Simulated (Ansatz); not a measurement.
## Si$_{2}$NH$_{7}$O: a changed input and its effect

System: Si$_{2}$NH$_{7}$O.
Method of run 1: RKS PBE-QIDH (frozen core)/def2-TZVPP (Ansatz 0.2.0).

The geometry comes from this level: PBE0-D4/def2-TZVP. Text and figures count atoms from 1; the logs count them from 0 in places.

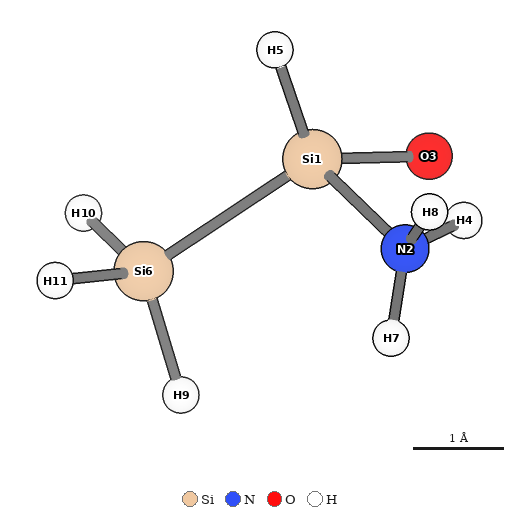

Fig. 1: The structure as given in the input (ball-and-stick view, seen at a tilt; atoms are numbered from 1 in the order of the input).

## The input, run 1
```yaml
crystal:
  periodic: [false, false, false]
  atoms:
    - {symbol: Si, position_ang: [-0.706331, 0.373350, -0.318725]}
    - {symbol: N, position_ang: [0.689682, 1.534533, 0.149374]}
    - {symbol: O, position_ang: [-0.489949, 0.889248, -1.801052]}
    - {symbol: H, position_ang: [0.448712, 1.603246, -1.034681]}
    - {symbol: H, position_ang: [-1.878502, 0.843703, 0.480129]}
    - {symbol: Si, position_ang: [-0.137391, -1.828902, 0.263742]}
    - {symbol: H, position_ang: [1.604847, 1.167162, 0.379138]}
    - {symbol: H, position_ang: [0.493886, 2.359491, 0.703452]}
    - {symbol: H, position_ang: [1.237668, -2.142535, -0.214868]}
    - {symbol: H, position_ang: [-1.092330, -2.789607, -0.349422]}
    - {symbol: H, position_ang: [-0.170392, -2.009588, 1.742913]}
basis:
  gaussian: {orbitals: def2-TZVPP}
hamiltonian: {xc: {name: PBE-QIDH}}
```

Launched with:
```bash
ansatz run in.yaml --threads 4 --pin off --events-out ev --progress --plain --max-ram 9574MiB
```

Hardware: 4 threads of Arm Neoverse V1, 23 GiB of memory available, shared host.

## Output (run 1)
```
Functional definition: PBE-QIDH
  parameter a = 3^(-1/3)
  parameter c = 1/3
  exchange = (1 - a)*pbe_x + a*exact_x
  correlation = (1 - c)*pbe_c + c*(mp2_os + mp2_ss)
1411 factors; integrals over basis functions are off by at most 9.4e-4 eV
mean field evaluation 1: about -19379.4316 eV, gradient 5.6e1 eV
mean field evaluation 2: about -19379.6135 eV, gradient 5.6e1 eV
mean field evaluation 4: about -19385.3661 eV, gradient 8.3e0 eV
mean field evaluation 8: about -19385.5144 eV, gradient 4.7e-1 eV
mean field evaluation 16: about -19385.5150 eV, gradient 1.2e-4 eV
mean field -19385.51496004 eV, -712.4045348076 hartree, gradient 8.0e-6 eV, S^2 0.000000; 0 other end points of the search recorded, 0 dependent functions left out
12 core orbitals not correlated: weight in the atoms' cores, before any rotation towards them, 1.000 or more for the frozen orbitals, at most 0.000 for the correlated occupied ones
reference -19385.51497389 eV, -712.4045353164 hartree; 13, 13 occupied and 219, 219 virtual orbitals, 1411 factors
second order -22.53581988 eV of doubles, -0.00000000 eV of singles
Total energy: -19393.02691385 eV, -712.6805940182 hartree
```

For run 2 the input was changed thus:
```diff
-    - {symbol: Si, position_ang: [-0.706331, 0.373350, -0.318725]}
-    - {symbol: N, position_ang: [0.689682, 1.534533, 0.149374]}
-    - {symbol: O, position_ang: [-0.489949, 0.889248, -1.801052]}
-    - {symbol: H, position_ang: [0.448712, 1.603246, -1.034681]}
-    - {symbol: H, position_ang: [-1.878502, 0.843703, 0.480129]}
-    - {symbol: Si, position_ang: [-0.137391, -1.828902, 0.263742]}
-    - {symbol: H, position_ang: [1.604847, 1.167162, 0.379138]}
-    - {symbol: H, position_ang: [0.493886, 2.359491, 0.703452]}
-    - {symbol: H, position_ang: [1.237668, -2.142535, -0.214868]}
-    - {symbol: H, position_ang: [-1.092330, -2.789607, -0.349422]}
-    - {symbol: H, position_ang: [-0.170392, -2.009588, 1.742913]}
+    - {symbol: Si, position_ang: [-0.408608, 0.509491, -0.153414]}
+    - {symbol: N, position_ang: [0.777591, 1.433259, 0.658858]}
+    - {symbol: O, position_ang: [-0.378817, 0.610787, -1.803485]}
+    - {symbol: H, position_ang: [-0.453974, 1.484775, -2.191579]}
+    - {symbol: H, position_ang: [-1.696152, 1.042882, 0.376483]}
+    - {symbol: Si, position_ang: [-0.104243, -1.772279, 0.259862]}
+    - {symbol: H, position_ang: [1.763365, 1.238741, 0.625577]}
+    - {symbol: H, position_ang: [0.566487, 2.294196, 1.132108]}
+    - {symbol: H, position_ang: [1.311278, -2.151312, -0.013612]}
+    - {symbol: H, position_ang: [-0.988662, -2.621840, -0.582136]}
+    - {symbol: H, position_ang: [-0.388366, -2.068599, 1.691337]}
```

Predict how the results change.

With the same method and basis, run 2 lies 41.2 kcal/mol lower.

## Output (run 2)
```
Functional definition: PBE-QIDH
  parameter a = 3^(-1/3)
  parameter c = 1/3
  exchange = (1 - a)*pbe_x + a*exact_x
  correlation = (1 - c)*pbe_c + c*(mp2_os + mp2_ss)
1411 factors; integrals over basis functions are off by at most 1.3e-3 eV
mean field evaluation 1: about -19382.0165 eV, gradient 5.5e1 eV
mean field evaluation 2: about -19382.1844 eV, gradient 5.5e1 eV
mean field evaluation 4: about -19387.5435 eV, gradient 3.2e0 eV
mean field evaluation 8: about -19387.5820 eV, gradient 2.9e-1 eV
mean field evaluation 16: about -19387.5821 eV, gradient 4.2e-5 eV
mean field -19387.58212630 eV, -712.4805017664 hartree, gradient 2.7e-6 eV, S^2 0.000000; 0 other end points of the search recorded, 0 dependent functions left out
12 core orbitals not correlated: weight in the atoms' cores, before any rotation towards them, 1.000 or more for the frozen orbitals, at most 0.000 for the correlated occupied ones
reference -19387.58214031 eV, -712.4805022811 hartree; 13, 13 occupied and 219, 219 virtual orbitals, 1411 factors
second order -21.69803401 eV of doubles, -0.00000000 eV of singles
Total energy: -19394.81481831 eV, -712.7462982952 hartree
```

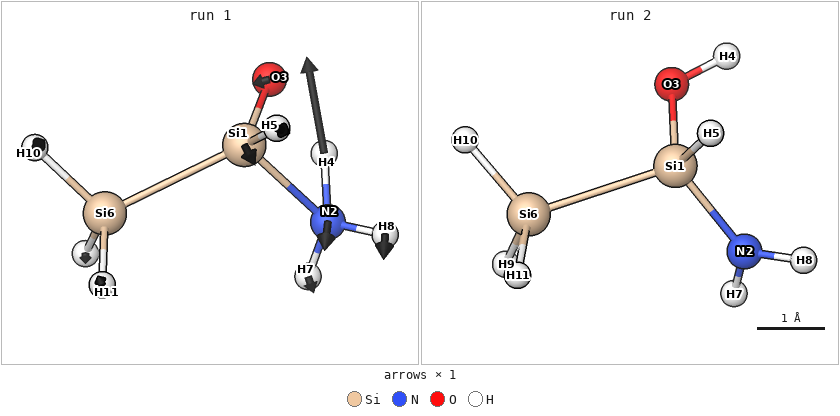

Fig. 2: The two input geometries at one scale (ball-and-stick view, seen at a tilt). The black arrows on the first give the shifts of the atoms after the best rigid fit, at true length. The largest move after the best rigid fit is that of H4, 1.50 Å. Largest moves by element: H 1.50 Å, N 0.51 Å, Si 0.37 Å, O 0.28 Å. Among the contacts that change: N2–H4 1.210 → 3.106 Å, O3–H4 1.406 → 0.959 Å, Si1–N2 1.875 → 1.709 Å, Si1–O3 1.584 → 1.653 Å.

## The two runs side by side

| quantity | run 1 | run 2 |
| --- | --- | --- |
| outcome | converged | converged |
| total energy (hartree) | −712.680594 | −712.746298 |
| basis functions | 244 | 244 |
| wall time (shared host) | 4.8 s | 4.5 s |
